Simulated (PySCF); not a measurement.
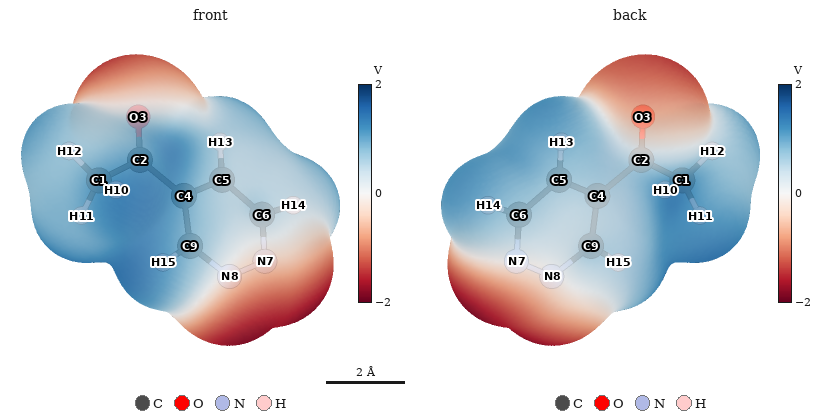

*C₆H₆N₂O. The electrostatic potential painted on the density surface at 0.002 e/bohr³, seen from the front and from behind; red is negative and blue positive.*

Geometry: GFN2-xTB.

Theory: wB97X-D/def2-SVPD, SCF density, gas phase in PySCF.

| atom | x (Å) | y (Å) | z (Å) |
| --- | --- | --- | --- |
| C | 2.3434 | -0.3471 | 0.1868 |
| C | 1.2444 | 0.6793 | 0.1642 |
| O | 1.4491 | 1.8610 | 0.3044 |
| C | -0.1462 | 0.1692 | -0.0413 |
| C | -1.2095 | 1.0646 | -0.0264 |
| C | -2.4860 | 0.5447 | -0.2184 |
| N | -2.7072 | -0.7414 | -0.4124 |
| N | -1.7196 | -1.5830 | -0.4331 |
| C | -0.4794 | -1.1743 | -0.2574 |
| H | 2.3835 | -0.8733 | -0.7649 |
| H | 2.1601 | -1.0744 | 0.9752 |
| H | 3.2941 | 0.1488 | 0.3642 |
| H | -1.0303 | 2.1175 | 0.1309 |
| H | -3.3648 | 1.1735 | -0.2173 |
| H | 0.2639 | -1.9572 | -0.2935 |

Q: Which sites attract a positive test charge, and which a negative one?

A: A positive charge is drawn to the negative regions and a negative charge to the positive ones. The most negative region (about −1.8 V) lies over N7 and N8, the most positive (about +1.5 V) over H10, H11 and H15.

Q: What dipole moment does the calculation give?

A: Its dipole moment is 2.12 D.
